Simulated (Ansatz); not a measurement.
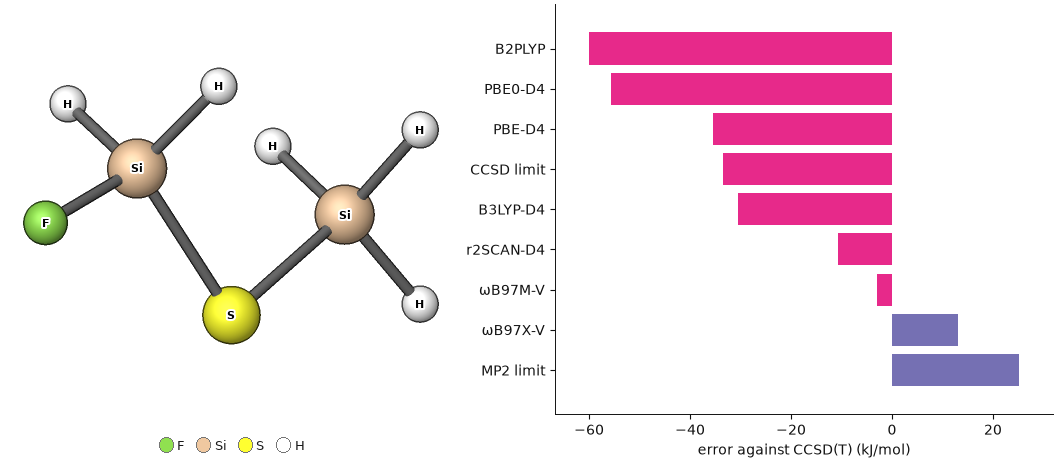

Error in the electronic atomisation energy (method less reference, so positive means overbinding) of Si₂H₅SF, SMILES F[SiH2]S[SiH3]: functionals in def2-TZVPP against frozen-core CCSD(T) at the limit (MP2 extrapolated from triple and quadruple zeta, plus CCSD(T) less MP2 in a smaller set), which gives 2896.3 kJ/mol, at a PBE0-D4/def2-TZVP geometry (no frequency check), no zero-point or spin-orbit term, the Ansatz code 0.2.0. The reference leaves out core correlation, a term that grows with the number of heavy atoms. B2PLYP holds a correlation term that converges slowly with the basis, so part of the distance to the limit is basis error. No dispersion term is added to B2PLYP. Limit means the basis limit.

### Which of these levels overbind, and which underbind?

Overbind: MP2 limit. Underbind: B2PLYP, PBE0-D4, PBE-D4, CCSD limit and B3LYP-D4. Within 20 kJ/mol of zero, too close to call in view of what the reference leaves out: r2SCAN-D4, ωB97M-V and ωB97X-V.

### Give the values.

```
     level  kJ/mol
    B2PLYP   −60.0
   PBE0-D4   −55.6
    PBE-D4   −35.5
CCSD limit   −33.5
  B3LYP-D4   −30.5
 r2SCAN-D4   −10.7
   ωB97M-V    −2.9
   ωB97X-V    13.0
 MP2 limit    25.1
```

Limits of at least one run: one conformer of a flexible molecule.
